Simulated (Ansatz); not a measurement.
# A computed series for hypothetical R3c SnTeO3: pressure series

Consider SnTeO3 (space group R3c, No. 161; a = 6.5308 Å, c = 14.2223 Å (hexagonal axes); a hypothetical phase, not in the database extracts checked).

Cell and atoms are relaxed at each pressure.

Levels (all Ansatz, a quantum-chemistry and plane-wave program, PAW): PBE (420 eV, no spin-orbit coupling); PBEsol (420 eV, without spin-orbit coupling).

The base cell above is that of PBE; each level relaxes its own structures.

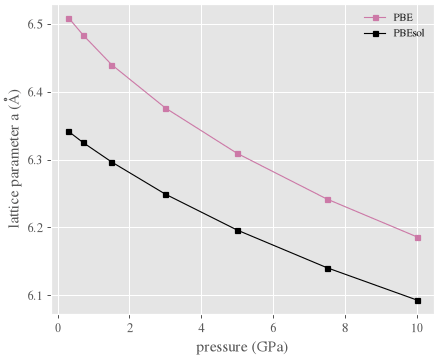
Figure. Lattice parameter a under two levels

How do the two levels compare along the series?

PBE lies above PBEsol in every row, by 9.3 pm to 16.8 pm. They put the cases in the same order.

Load acts through the strain it causes; cell and atoms are relaxed under it. Whether these cells are dynamically stable was not tested. No other phases were tried under pressure.
